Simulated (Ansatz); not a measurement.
Single-point calculation, with input and output: Si2H6ClO2F3

System: Si2H6ClO2F3.
Method: RKS PBE0-D4/def2-TZVPP (Ansatz 0.2.0).

The geometry is the product side of a reaction. The reaction was set up to form Si1–O8, H7–F10 and O2–H9 and to break Si1–O2, H7–O8 and H9–F10 (atoms counted from 1 in the order of the input); sticks are drawn by distance alone. The geometry comes from this level: PBE0-D4/def2-TZVP.

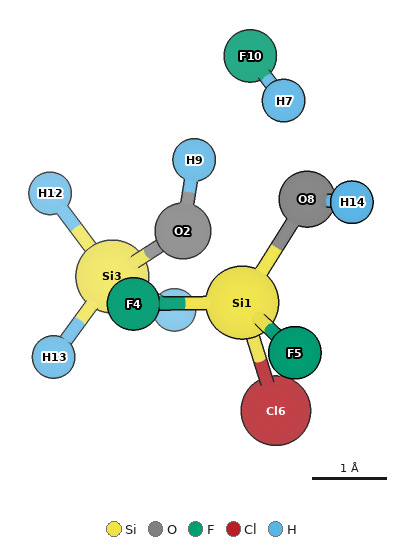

**Figure 1.** The structure as given in the input (ball-and-stick view, seen at a tilt; atoms are numbered from 1 in the order of the input).

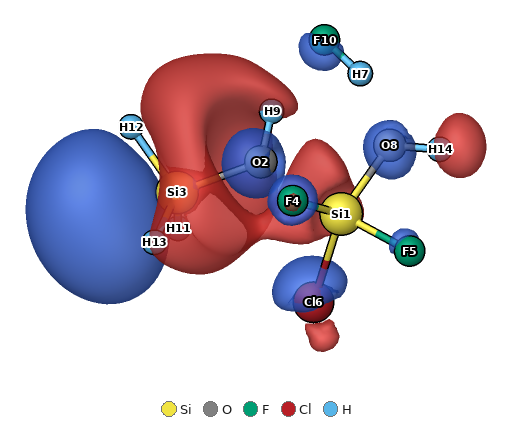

**Figure 2.** The LUMO at ±0.08 Å⁻³ᐟ² (blue and red are the two phases), seen at a tilt. Its weight (Hirshfeld) is mainly on Si3 (50 %). Its energy is −0.46 eV.

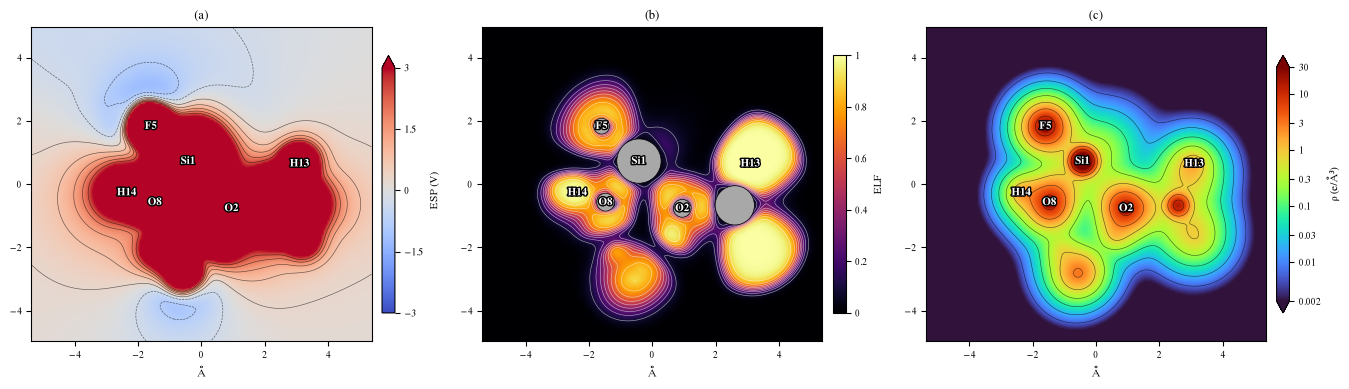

**Figure 3.** (a) electrostatic potential; (b) ELF; (c) electron density on the plane of atoms Si1, O8 and H14. Grey discs, where drawn, cover atomic cores. Atoms in the plane: Si, O, F and H. O–H (0.96 Å): ρ is about 3.8 e/Å³ halfway, with its minimum of 2.5 e/Å³ about 0.8 Å from O; the ELF climbs to about 1 towards the hydrogen, as it does in any bond to H (a covalent bond by its length).

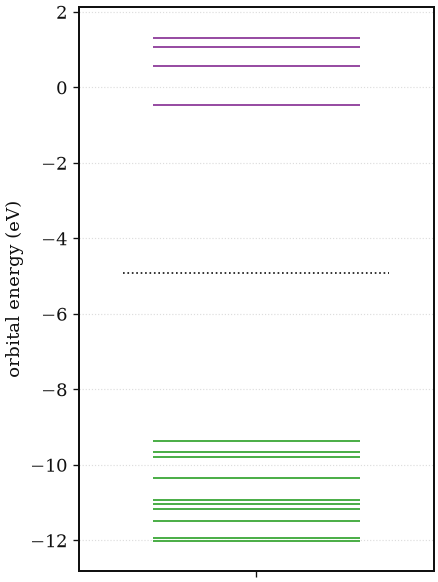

**Figure 4.** Orbital energies near the frontier; the dotted line parts filled from empty levels, and levels within 0.02 eV of each other stand side by side. Highest filled −9.36 eV, lowest empty −0.46 eV, 8.90 eV apart.

The input that produced these results follows, with the program's output.

### Input
```yaml
crystal:
  periodic: [false, false, false]
  atoms:
    - {symbol: Si, position_ang: [-0.221804, 0.641503, 1.266172]}
    - {symbol: O, position_ang: [-0.003590, -0.136179, -0.589840]}
    - {symbol: Si, position_ang: [-1.128982, -0.177864, -1.852480]}
    - {symbol: F, position_ang: [-0.111694, 2.040519, 0.526485]}
    - {symbol: F, position_ang: [-0.295643, 1.199936, 2.781972]}
    - {symbol: Cl, position_ang: [-2.081282, -0.231488, 1.246123]}
    - {symbol: H, position_ang: [2.113950, -0.831584, 0.460492]}
    - {symbol: O, position_ang: [1.172464, -0.242101, 1.534216]}
    - {symbol: H, position_ang: [0.893721, -0.486222, -0.785319]}
    - {symbol: F, position_ang: [2.408168, -1.081679, -0.423042]}
    - {symbol: H, position_ang: [-1.937331, -1.412418, -1.770848]}
    - {symbol: H, position_ang: [-0.314035, -0.177645, -3.090081]}
    - {symbol: H, position_ang: [-1.962019, 1.034332, -1.747028]}
    - {symbol: H, position_ang: [1.468077, -0.139112, 2.443476]}
basis:
  gaussian: {orbitals: def2-TZVPP}
hamiltonian: {xc: pbe0, dispersion: d4}
output: {orbitals: {seedname: orbitals}}
```

Launch command:
```bash
ansatz run in.yaml --threads 4 --pin off --events-out ev --progress --plain --max-ram 66560MiB --backend cuda --devices 0, --max-vram 37GiB
```

### What the program printed
```
Functional definition: PBE0
  name "PBE0"
  cite "Adamo & Barone, J. Chem. Phys. 110, 6158 (1999) doi:10.1063/1.478522"
  cite "Perdew, Burke & Ernzerhof, Phys. Rev. Lett. 77, 3865 (1996) doi:10.1103/PhysRevLett.77.3865"
  parent pbe
  parameter a = 0.25
  parameter kappa = 0.804
  parameter beta = 0.06672455060314922
  exchange = (1 - a)*pbe_x(kappa = kappa, mu = beta*pi^2/3) + a*exact_x
  correlation = pbe_c(beta = beta)
2031 factors; their error is unknown
mean field evaluation 1: about -40603.0098 eV, gradient 8.0e1 eV
mean field evaluation 2: about -40593.9128 eV, gradient 1.1e2 eV
mean field evaluation 4: about -40611.8740 eV, gradient 4.5e0 eV
mean field evaluation 8: about -40611.9048 eV, gradient 6.8e-2 eV
mean field evaluation 16: about -40612.0105 eV, gradient 1.3e-4 eV
mean field -40612.01046484 eV, -1492.4638567737 hartree, gradient 2.7e-5 eV, S^2 0.000000; 0 other end points of the search recorded, 0 dependent functions left out
reference -40612.01049875 eV, -1492.4638580195 hartree; 47, 47 occupied and 318, 318 virtual orbitals, 2031 factors
Total energy: -40612.35084749 eV, -1492.4763656050 hartree
```

### Summary

| quantity | value |
| --- | --- |
| outcome | converged |
| total energy | −40612.3508 eV |
| mean-field energy | −40612.0105 eV |
| dispersion energy | −0.3403 eV |
| SCF solution under orbital rotations | stable |
| HOMO | −9.36 eV |
| LUMO | −0.46 eV |
| hardware | 4 CPU threads, shared host |
| wall time | 8.5 s (CPU time 7 s) |
| peak memory | 0.87 GiB |
